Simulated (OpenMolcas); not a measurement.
## Predicting a hybrid from its neighbours: BGeNH6

BGeNH6: 9 atoms, total charge 0, spin state singlet. SMILES: `B[NH][GeH3]`. The shape is that of a PBE0-D4/def2-TZVP optimisation.

The dipole moment y, in D, basis 6-31G(d); a is the functional's share of exact exchange. Programs: OpenMolcas 26.06.

```
functional     program     a  y (D)
    revPBE  OpenMolcas     0   1.91
    r2SCAN  OpenMolcas     0   1.88
     B3LYP  OpenMolcas   0.2   1.85
      PBE0  OpenMolcas  0.25      ?
     BHLYP  OpenMolcas   0.5   1.77
```

Fit y = c + s·a to the known rows and predict PBE0.


1. Means of the 4 rows: a = 0.1750, y = 1.853.
2. Σ(Δa)² = 0.1675, Σ(Δa·Δy) = -0.04175, so the slope is -0.04175/0.1675 = -0.24925.
3. Intercept: 1.853 − (-0.24925) × 0.1750 = 1.897. The largest residual of the fit is 0.017.
4. PBE0: 1.897 + (-0.24925) × 0.25 = 1.83 D.

The run gave 1.86 D, so the prediction is off by -0.03 D, more than the largest residual.

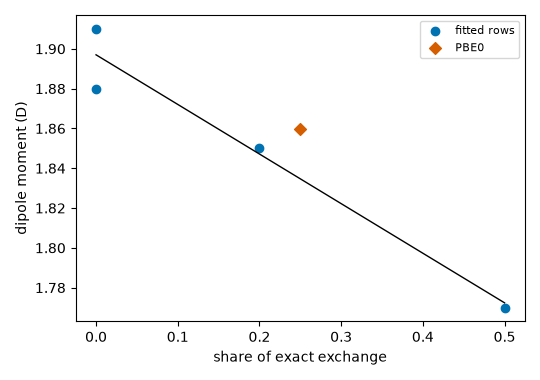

The fitted line, with the withheld row.
